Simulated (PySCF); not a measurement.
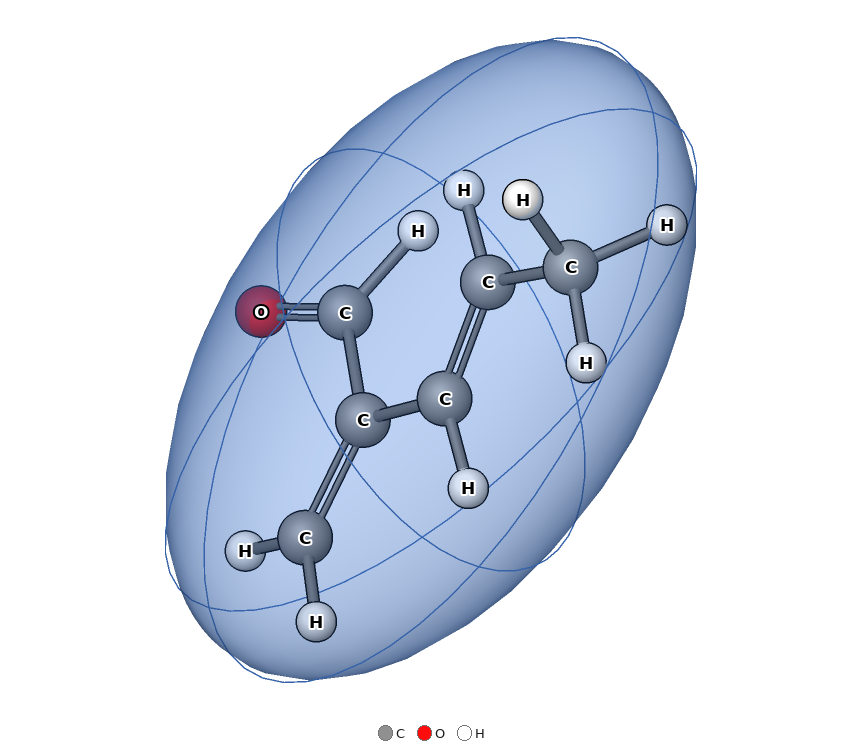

The ellipsoid shows the static dipole polarisability: its half-axes are proportional to the principal values. Computed geometry: GFN2-xTB optimisation. No frequency run is at hand to confirm it as a minimum. Level of theory: PBE0/def2-SVPD (PySCF 2.14.0).

How large and how anisotropic is the polarisability?

Answer. Principal values 50.2, 76.6, 115.3 bohr³; mean 80.7 bohr³ (11.96 Å³); anisotropy 56.8 bohr³, so the longest axis is 2.30 times the shortest.
